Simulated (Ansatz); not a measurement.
# AlF2H6NSi: what the fields show

Input file:

```
crystal:
  periodic: [false, false, false]
  atoms:
    - {symbol: Al, position_ang: [-0.489482, 0.298705, -0.758384]}
    - {symbol: N, position_ang: [1.538401, 0.445781, -0.737728]}
    - {symbol: F, position_ang: [-0.595090, -0.647516, -2.129709]}
    - {symbol: F, position_ang: [-0.793255, 1.923974, -0.989139]}
    - {symbol: H, position_ang: [1.999973, 0.110086, 0.100971]}
    - {symbol: Si, position_ang: [-1.221252, -0.694562, 1.353771]}
    - {symbol: H, position_ang: [1.899499, -0.078607, -1.530036]}
    - {symbol: H, position_ang: [1.783681, 1.423944, -0.864868]}
    - {symbol: H, position_ang: [-0.795271, 0.122585, 2.531414]}
    - {symbol: H, position_ang: [-2.699727, -0.854018, 1.455840]}
    - {symbol: H, position_ang: [-0.627475, -2.050170, 1.567768]}
basis:
  gaussian: {orbitals: def2-TZVPP}
hamiltonian: {xc: pbe0, dispersion: d4}
output: {orbitals: {seedname: orbitals}}
```

Run with:

```sh
ansatz run in.yaml --threads 8 --pin off --events-out ev --progress --plain --max-ram 19148MiB
```

The product side of a reaction path; geometry: PBE0-D4/def2-TZVP; a saddle point, not a minimum.

Theory: RKS PBE0-D4/def2-TZVPP (Ansatz 0.2.0).

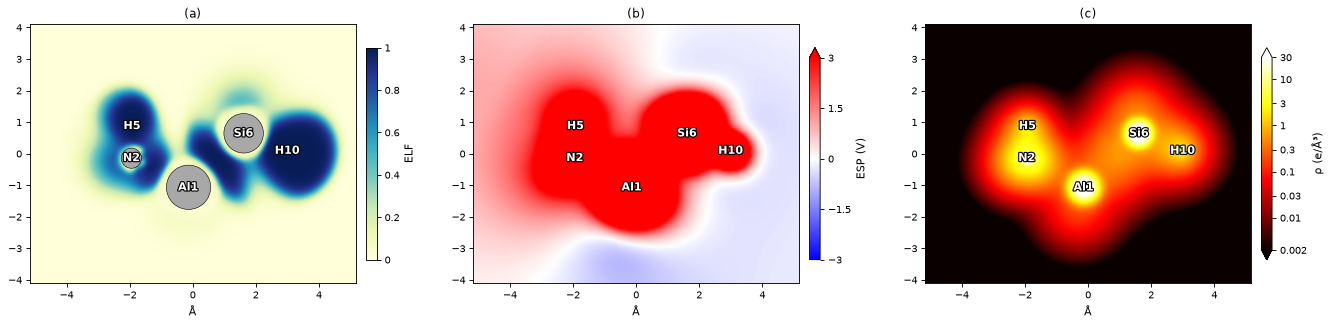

Figure 1. (a) electron localisation function; (b) molecular electrostatic potential; (c) electron density on the plane of atoms Al1, N2 and H5. Grey discs cover the atomic cores in the ELF map.

Q: Describe what can be read from this map.

A:
- The section cuts through Al, N, H and Si sites.
- Al–N (2.03 Å): the density is about 0.51 e/Å³ at the midpoint; the ELF peaks at about 0.95 in the valence shell of N, 0.8 Å from its nucleus, and is about 0.75 at the midpoint.
- Al–Si (2.45 Å): ρ is about 0.52 e/Å³ halfway; the ELF peaks at about 1 between the atoms, as expected for a covalent bond.
- N–H (1.01 Å): ρ is about 2.9 e/Å³ halfway; the ELF climbs to about 1 towards the hydrogen, as it does in any bond to H: an ordinary covalent bond to hydrogen.
- Si–H (1.49 Å): the density is about 0.78 e/Å³ at the midpoint; the ELF climbs to about 1 towards the hydrogen.
- Outside the dense part of the molecule the potential is most negative (−0.8 V) near F3, which lies off the plane.

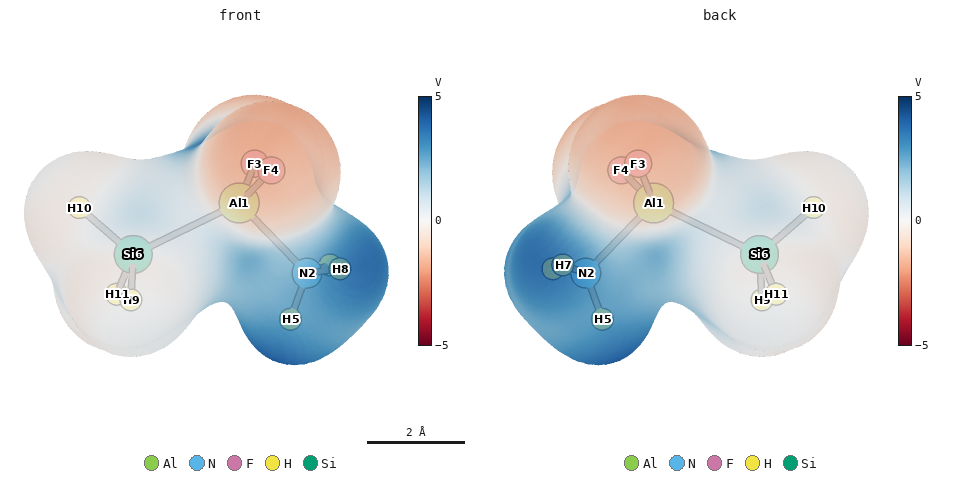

Figure 2. The molecular electrostatic potential painted on the density surface at 0.004 e/bohr³, seen from the front and from behind; red is negative and blue positive.

Q: Describe the electrostatic potential map.

A: The most negative region (about −1.8 V, or −42 kcal/mol for a unit charge) lies over F3 and F4, the most positive (about +4.0 V, or +92 kcal/mol for a unit charge) over H5.

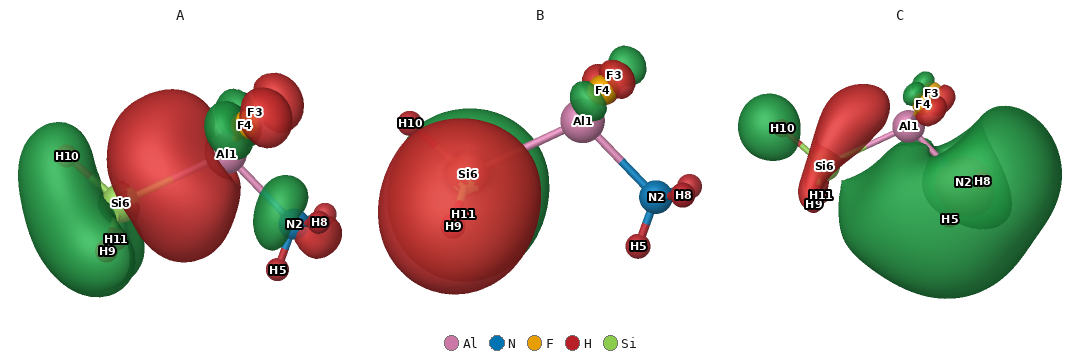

Figure 3. Three frontier orbitals at ±0.06 Å⁻³ᐟ² (green and red are the two phases), in no order.

Q: Order the three orbitals by energy and name them.

A: B is the HOMO−1 (−9.32 eV). It lies mainly on Si6 (about 40 %), H9 (about 25 %) and H11 (about 25 %). A is the HOMO (−7.47 eV). It lies mainly on Si6 (about 45 %) and Al1 (about 25 %). C is the LUMO (−0.53 eV). By Hirshfeld shares it lies mainly on H5 (about 20 %), N2 (about 15 %), Al1 (about 15 %), H7 (about 15 %), H8 (about 15 %) and Si6 (about 10 %).

Q: What is the HOMO–LUMO gap?

A: 6.94 eV between the orbital energies.

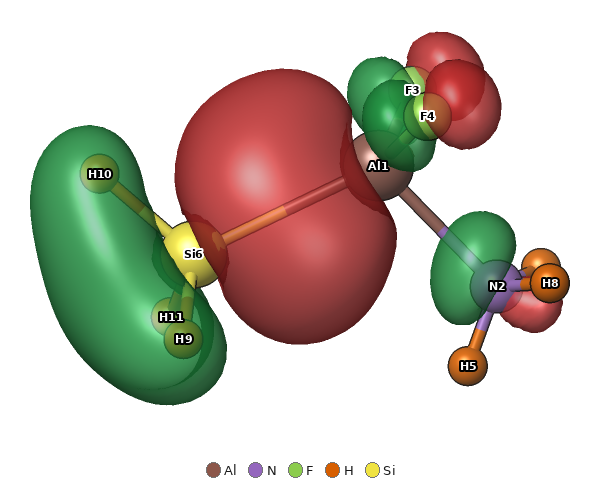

Figure 4. The HOMO at ±0.08 Å⁻³ᐟ² (green and red are the two phases), seen across its widest extent.

Q: What is the character of this orbital?

A: It lies mainly on Si6 (about 45 %) and Al1 (about 25 %). Its energy is −7.47 eV.
